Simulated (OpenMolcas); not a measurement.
Mo⁺: multiconfigurational calculation (part 2 of 2)

The same run, continued: Mo⁺. Method: state-averaged CASSCF, active space 5 electrons in the shells 4d 5s, basis ANO-R1, X2C scalar Hamiltonian, spin-orbit coupling by RASSI with atomic mean-field integrals (OpenMolcas).

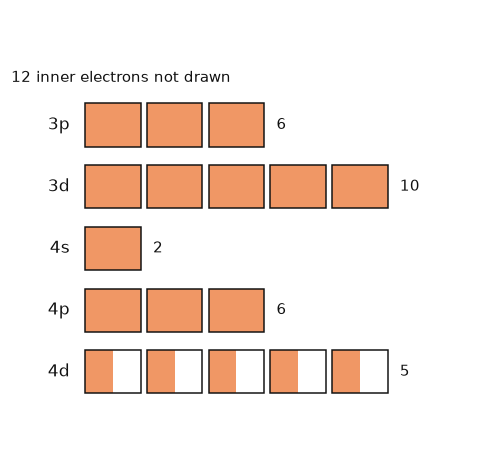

The outer shells of the leading configuration of the lowest level: a box for each of the 2l + 1 orbitals, shaded by the share of the shell that is filled, with the electron count at the right.

**Output (extracts), continued**
```
--- RASSI ---
SPIN-FREE ENERGIES:
  (Shifted by EMIN (a.u.) =      -4045.9900232095)

 SF State       Relative EMIN(au)   Rel lowest level(eV)    D:o, cm**(-1)      L_eff

     1             0.0000000000        0.0000000000              0.0000         0.0
     2             0.0494166571        1.3446957422          10845.7026         2.0
     3             0.0494166571        1.3446957422          10845.7026         2.0
     4             0.0494166571        1.3446957422          10845.7026         2.0
     5             0.0494166571        1.3446957422          10845.7026         2.0
     6             0.0494166571        1.3446957422          10845.7026         2.0
     7             0.0942035366        2.5634088191          20675.2865         2.0
     8             0.0942035366        2.5634088191          20675.2865         2.0
     9             0.0942035366        2.5634088191          20675.2865         2.0
    10             0.0942035366        2.5634088191          20675.2865         2.0
    11             0.0942035366        2.5634088191          20675.2865         2.0
    12             0.0954970288        2.5986065370          20959.1752         4.0
    13             0.0954970288        2.5986065370          20959.1752         4.0
    14             0.0954970288        2.5986065370          20959.1752         4.0
    15             0.0954970288        2.5986065370          20959.1752         4.0
    16             0.0954970288        2.5986065370          20959.1752         4.0
    17             0.0954970288        2.5986065370          20959.1752         4.0
    18             0.0954970288        2.5986065370          20959.1752         4.0
    19             0.0954970288        2.5986065370          20959.1752         4.0
    20             0.0954970288        2.5986065370          20959.1752         4.0
    21             0.1026312574        2.7927387872          22524.9574         1.0
    22             0.1026312574        2.7927387872          22524.9574         1.0
    23             0.1026312574        2.7927387872          22524.9574         1.0
    24             0.1271886933        3.4609806596          27914.6916         5.0
    25             0.1271886933        3.4609806596          27914.6916         5.0
    26             0.1271886933        3.4609806596          27914.6916         5.0
    27             0.1271886933        3.4609806596          27914.6916         5.0
    28             0.1271886933        3.4609806596          27914.6916         5.0
    29             0.1271886933        3.4609806596          27914.6916         5.0
    30             0.1271886933        3.4609806596          27914.6916         5.0
    31             0.1271886933        3.4609806596          27914.6916         5.0
    32             0.1271886933        3.4609806596          27914.6916         5.0
    33             0.1271886933        3.4609806596          27914.6916         5.0
    34             0.1271886933        3.4609806596          27914.6916         5.0
    35             0.1304148506        3.5487688706          28622.7512         2.0
    36             0.1304148506        3.5487688706          28622.7512         2.0
    37             0.1304148506        3.5487688706          28622.7512         2.0
    38             0.1304148506        3.5487688706          28622.7512         2.0
    39             0.1304148506        3.5487688706          28622.7512         2.0
    40             0.1316376245        3.5820422442          28891.1191         3.0
Eigenvalues of complex Hamiltonian:
   -----------------------------------
  (Shifted by EMIN (a.u.) =      -4045.9900232095)

 SO State       Relative EMIN(au)   Rel lowest level(eV)    D:o, cm**(-1)     J-value

     1            -0.0004050660        0.0000000000              0.0000         2.1
     2            -0.0004050660        0.0000000000              0.0000         1.9
     3            -0.0004050660        0.0000000000              0.0000         2.3
     4            -0.0004050660        0.0000000000              0.0000         1.9
     5            -0.0004050660        0.0000000000              0.0000         1.9
     6            -0.0004050660        0.0000000000              0.0000         1.6
     7             0.0446342980        1.2255835304           9884.9978         0.4
     8             0.0446342980        1.2255835304           9884.9978         0.4
     9             0.0456751661        1.2539069919          10113.4419         1.2
    10             0.0456751661        1.2539069919          10113.4419         1.1
    11             0.0456751661        1.2539069919          10113.4419         1.3
    12             0.0456751661        1.2539069919          10113.4419         1.1
    13             0.0473189915        1.2986377612          10474.2199         1.3
    14             0.0473189915        1.2986377612          10474.2199         2.1
    15             0.0473189915        1.2986377612          10474.2199         2.3
    16             0.0473189915        1.2986377612          10474.2199         1.4
    17             0.0473189915        1.2986377612          10474.2199         2.4
    18             0.0473189915        1.2986377612          10474.2199         2.0
    19             0.0494693803        1.3571528199          10946.1757         3.3
    20             0.0494693803        1.3571528199          10946.1757         3.1
    21             0.0494693803        1.3571528199          10946.1757         2.9
    22             0.0494693803        1.3571528199          10946.1757         1.6
    23             0.0494693803        1.3571528199          10946.1757         3.0
    24             0.0494693803        1.3571528199          10946.1757         3.2
    25             0.0494693803        1.3571528199          10946.1757         3.0
    26             0.0494693803        1.3571528199          10946.1757         1.5
    27             0.0520494725        1.4273607063          11512.4405         3.2
    28             0.0520494725        1.4273607063          11512.4405         1.7
    29             0.0520494725        1.4273607063          11512.4405         4.4
    30             0.0520494725        1.4273607063          11512.4405         1.7
    31             0.0520494725        1.4273607063          11512.4405         4.2
    32             0.0520494725        1.4273607063          11512.4405         4.4
    33             0.0520494725        1.4273607063          11512.4405         4.2
    34             0.0520494725        1.4273607063          11512.4405         3.8
    35             0.0520494725        1.4273607063          11512.4405         3.2
    36             0.0520494725        1.4273607063          11512.4405         3.8
    37             0.0905470751        2.4749338395          19961.6876         0.4
    38             0.0905470751        2.4749338395          19961.6876         0.4
    39             0.0912131720        2.4930592614          20107.8790         1.1
    40             0.0912131720        2.4930592614          20107.8790         1.1
    41             0.0912131720        2.4930592614          20107.8790         1.1
Weights of the five most important spin-orbit-free states for each spin-orbit state.

 SO State  Total energy (au)           Spin-free states, spin, and weights
 -------------------------------------------------------------------------------------------------------
    1        -0.000405       1 2.5  0.9963   23 1.5  0.0012   21 1.5  0.0011   22 1.5  0.0008   48 1.5  0.0003
    2        -0.000405       1 2.5  0.9963   21 1.5  0.0013   22 1.5  0.0011   23 1.5  0.0007   47 1.5  0.0002
    3        -0.000405       1 2.5  0.9963   23 1.5  0.0015   21 1.5  0.0011   22 1.5  0.0005   49 1.5  0.0002
    4        -0.000405       1 2.5  0.9963   22 1.5  0.0012   23 1.5  0.0010   21 1.5  0.0010   49 1.5  0.0002
    5        -0.000405       1 2.5  0.9963   21 1.5  0.0012   22 1.5  0.0012   23 1.5  0.0008   47 1.5  0.0003
    6        -0.000405       1 2.5  0.9963   22 1.5  0.0015   23 1.5  0.0010   21 1.5  0.0006   47 1.5  0.0002
    7         0.044634       4 2.5  0.1985    6 2.5  0.1985    3 2.5  0.1985    2 2.5  0.1985    5 2.5  0.1985
    8         0.044634       4 2.5  0.1985    6 2.5  0.1985    5 2.5  0.1985    2 2.5  0.1985    3 2.5  0.1985
    9         0.045675       4 2.5  0.3341    6 2.5  0.2617    5 2.5  0.1661    3 2.5  0.1324    2 2.5  0.1006
   10         0.045675       3 2.5  0.3065    2 2.5  0.2580    5 2.5  0.2267    6 2.5  0.1417    4 2.5  0.0619
   11         0.045675       3 2.5  0.2846    2 2.5  0.2635    6 2.5  0.1886    5 2.5  0.1717    4 2.5  0.0864
   12         0.045675       4 2.5  0.3135    5 2.5  0.2313    6 2.5  0.2039    2 2.5  0.1737    3 2.5  0.0724
```

**Spin-orbit levels, grouped by J and assigned (the lowest 40)**

```tsv
Configuration	Level	E (cm⁻¹)	LS purity (%)	Landé g
4d⁵	⁶S₅/₂	0	100	2.001
4d⁴ 5s	⁶D₁/₂	9,885	99	3.333
4d⁴ 5s	⁶D₃/₂	10,110	99	1.868
4d⁴ 5s	⁶D₅/₂	10,470	100	1.658
4d⁴ 5s	⁶D₇/₂	10,950	100	1.588
4d⁴ 5s	⁶D₉/₂	11,510	100	1.556
4d⁴ 5s	⁴D₁/₂	19,960	97	0.071
4d⁴ 5s	⁴D₃/₂	20,110	93	1.234
4d⁴ 5s	⁴D₅/₂	20,430	91	1.385
4d⁵	⁴G₅/₂	20,830	98	0.579
4d⁵	⁴G₇/₂	20,920	93	1.012
4d⁵	⁴G₉/₂	21,000	100	1.172
4d⁵	⁴G₁₁/₂	21,000	100	1.272
4d⁴ 5s	⁴D₇/₂	21,090	93	1.400
4d⁵	⁴P₁/₂	22,170	96	2.593
4d⁵	⁴P₃/₂	22,540	92	1.692
4d⁵	⁴P₅/₂	22,830	88	1.572
4d⁴ 5s	⁴H₇/₂	27,410	97	0.677
4d⁴ 5s	⁴H₉/₂	27,640	95	0.980
4d⁴ 5s	⁴H₁₁/₂	27,940	98	1.135
4d⁴ 5s	⁴H₁₃/₂	28,260	99	1.230
4d⁵	⁴D₁/₂	28,420	95	0.076
4d⁵	⁴D₃/₂	28,510	92	1.192
4d⁵	⁴D₅/₂	28,650	81	1.318
4d⁵	⁴D₇/₂	28,690	97	1.423
4d⁴ 5s	⁴F₃/₂	28,700	96	0.431
4d⁴ 5s	⁴F₅/₂	28,770	81	1.076
4d⁴ 5s	⁴F₇/₂	28,850	93	1.224
4d⁴ 5s	⁴F₉/₂	28,930	92	1.316
4d⁴ 5s	⁴P₁/₂	30,360	95	2.588
4d⁵	²I₁₁/₂	31,000	97	0.929
4d⁴ 5s	⁴P₃/₂	31,010	91	1.667
4d⁵	²D₅/₂	31,060	60	1.147
4d⁵	²I₁₃/₂	31,200	100	1.077
4d⁵	²D₃/₂	31,900	92	0.841
4d⁴ 5s	⁴G₅/₂	32,000	74	0.733
4d⁴ 5s	⁴P₅/₂	32,370	71	1.366
4d⁴ 5s	⁴G₇/₂	32,380	85	1.002
4d⁴ 5s	⁴G₉/₂	32,700	94	1.171
4d⁴ 5s	⁴G₁₁/₂	32,870	92	1.258
```

**Results in brief**

- outcome: converged
- lowest level: 4d⁵ ⁶S₅/₂
- first excited level: 4d⁴ 5s ⁶D₁/₂, 9,885 cm⁻¹ (measured: 11,783)
- energy of the lowest spin-free term: −4045.99002 hartree
- energy of the lowest spin-orbit level: −4045.99043 hartree
- largest spread among components of a term: 0.0 cm⁻¹
- hardware: 1 CPU thread, shared host
- wall time: 57 s

**Remarks**

Against measured levels the run misses widely: 4d5 4G J = 5/2 comes out at 20,834 cm⁻¹ where 15,199 cm⁻¹ is measured. Without dynamic correlation the gaps between configurations can be off by an electronvolt or more. Caveats: single d shell misplaces d against s configurations; only configurations of the active space are included; spin-free states above about 46,000 cm⁻¹ are left out of the spin-orbit step; levels of higher terms that fall inside the range are not drawn.
